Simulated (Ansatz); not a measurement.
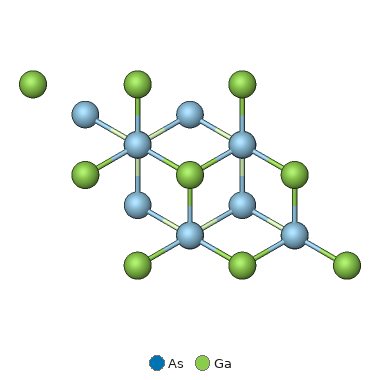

The system is N₂ on a GaAs(111) slab cut from the F-43m phase, its upper half relaxed before the scan (16 atoms of substrate and one adsorbate in a 2 × 2 cell); the picture shows it without the atoms that are moved over the map. N2 is moved over the surface cell at a fixed height above a rigid substrate; the origin of the map has the adsorbate above Ga13; the height is held at 3.40 Å. Places are given modulo a cell vector. The map is drawn in real space over the plane of the surface. Grid: 9 × 9 points; 19 points were computed and 62 follow by symmetry. Places are given in fractions of the 1 × 1 surface cell. Energies are in meV, from the lowest grid point. At a fixed height the lowest place need not be the adsorption site. Computed with DFT PBE+D3(BJ), scalar-relativistic, plane waves, PAW (Ansatz 0.2.0). Settings: cutoff 420 eV, k-mesh 6×6×1, gaussian smearing 0.05 eV, no spin polarisation.

Range: position of N17 along the first surface vector from 0.000 to 0.889; position of N17 along the second surface vector from 0.000 to 0.889.

Q: Predict the map.

A: The lowest grid point is at a threefold hollow, (3/9, 6/9) of the cell vectors. The highest grid point, a threefold hollow over a second-layer As atom, (6/9, 3/9) of the cell vectors, lies 24.1 meV above the lowest. On the interpolated surface the easiest way out of the lowest well to its copy in the next cell or period passes a barrier of about 17 meV.

| second ↓, first → | 0/9 | 1/9 | 2/9 | 3/9 | 4/9 | 5/9 | 6/9 | 7/9 | 8/9 |
| --- | --- | --- | --- | --- | --- | --- | --- | --- | --- |
| 8/9 | 16.2 | 13.8 | 10.3 | 7.3 | 6.2 | 7.3 | 10.3 | 13.8 | 16.2 |
| 7/9 | 15.0 | 10.3 | 5.2 | 2.0 | 2.0 | 5.2 | 10.3 | 15.0 | 16.9 |
| 6/9 | 13.6 | 7.3 | 2.0 | 0.0 | 2.0 | 7.3 | 13.6 | 17.9 | 17.9 |
| 5/9 | 12.7 | 6.2 | 2.0 | 2.0 | 6.2 | 12.7 | 18.5 | 20.8 | 18.5 |
| 4/9 | 12.7 | 7.3 | 5.2 | 7.3 | 12.7 | 18.7 | 22.6 | 22.6 | 18.7 |
| 3/9 | 13.6 | 10.3 | 10.3 | 13.6 | 18.5 | 22.6 | 24.1 | 22.6 | 18.5 |
| 2/9 | 15.0 | 13.8 | 15.0 | 17.9 | 20.8 | 22.6 | 22.6 | 20.8 | 17.9 |
| 1/9 | 16.2 | 16.2 | 16.9 | 17.9 | 18.5 | 18.7 | 18.5 | 17.9 | 16.9 |
| 0/9 | 16.7 | 16.2 | 15.0 | 13.6 | 12.7 | 12.7 | 13.6 | 15.0 | 16.2 |

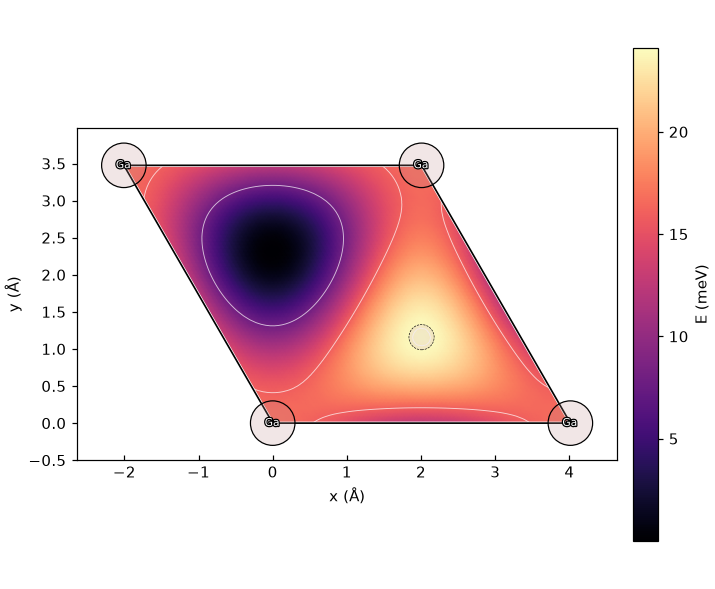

Drawn: a smooth colour map with a few white contour lines, labelled circles for the atoms of the top layer and small ones for the second layer, the outline of one cell of the plane. Between grid points the surface is interpolated.

The whole map (19 points run) took 16 min on 4 threads of Intel(R) Xeon(R) Platinum 8488C (Sapphire Rapids), on a shared host.
